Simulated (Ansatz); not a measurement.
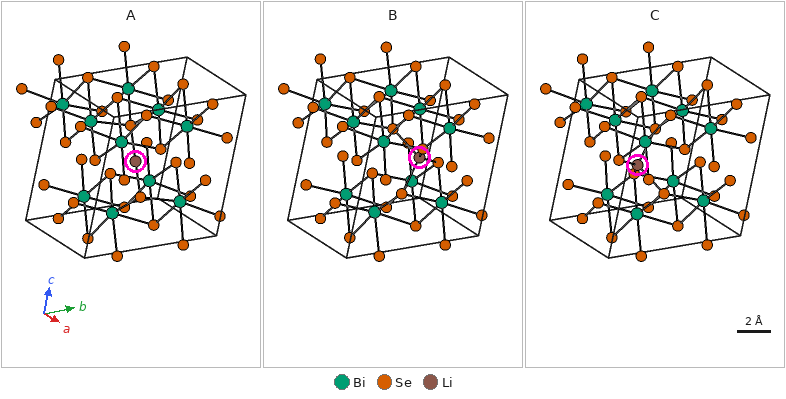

3 geometries from a converged minimum-energy path of a defect cell of composition LiBi$_{8}$Se$_{12}$ (cell charge +1) (21 atoms in the cell), shuffled. Style: ball-and-stick. Shown: the reduced simulation cell (origin moved), slightly off an axis. The moving atom is ringed, with any periodic copies. Lengths and directions refer to the drawn axes. Bonds to atoms that aren't drawn are left out.

Level of theory: DFT r2SCAN, scalar-relativistic, plane waves, PAW in Ansatz 0.2.0. Run with plane-wave cutoff 500 eV; k-point mesh 2 × 2 × 2; Gaussian smearing 0.02 eV; 5 movable images; climbing image.

> Which frame is the top of the path?

A. In order along the path, whose images run from 0 to 6: B (image 1, +0.08 eV), A (image 3, +0.50 eV), C (image 5, +0.08 eV). The Li atom travels furthest, 4.13 Å from end to end, along −b, on a straight line. At the highest image its nearest neighbour (Se) is 2.28 Å away, against 2.82 Å at the start, and the surrounding atoms stand up to 0.32 Å off the mean of their end positions.

Limits of the set-up: the periodic images lie only 8.3 Å apart, so the values are limited by the cell's size; the cell is charged, on a uniform background, and energies carry no finite-size correction.

Cost: 10 min on 8 threads of Intel(R) Xeon(R) Processor @ 2.70GHz (shared host), peak memory 11 GiB.
